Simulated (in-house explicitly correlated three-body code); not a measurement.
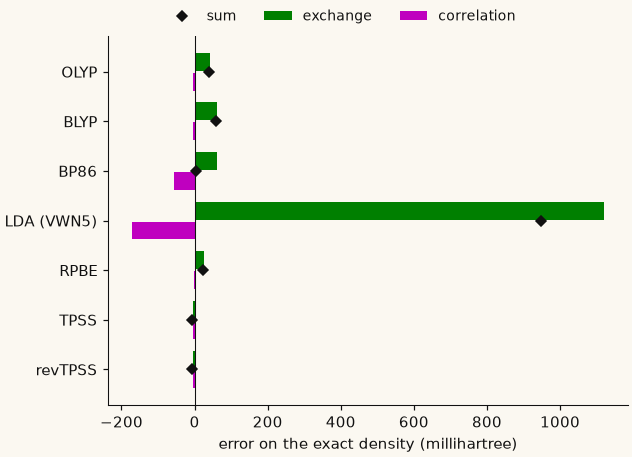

Two electrons around a point charge Z = 13 (Al¹¹⁺). Computed variationally in 260 exponentially correlated functions with an in-house code, non-relativistic, converged to about 10⁻⁸ of the energy. The exact exchange and correlation energies are −7903 and −45.91 millihartree. The plot shows the errors of BLYP, BP86, LDA (VWN5), OLYP, RPBE, TPSS and revTPSS, evaluated on the exact density.

**Which functional is best in the sum, and where do errors cancel?**

By the size of the summed error (millihartree): BP86 +5.0, TPSS −6.7, revTPSS −8.1, RPBE +22, OLYP +39, BLYP +58, LDA (VWN5) +949. Errors of exchange and correlation cancel by a quarter or more for BP86 (+62 and −57).
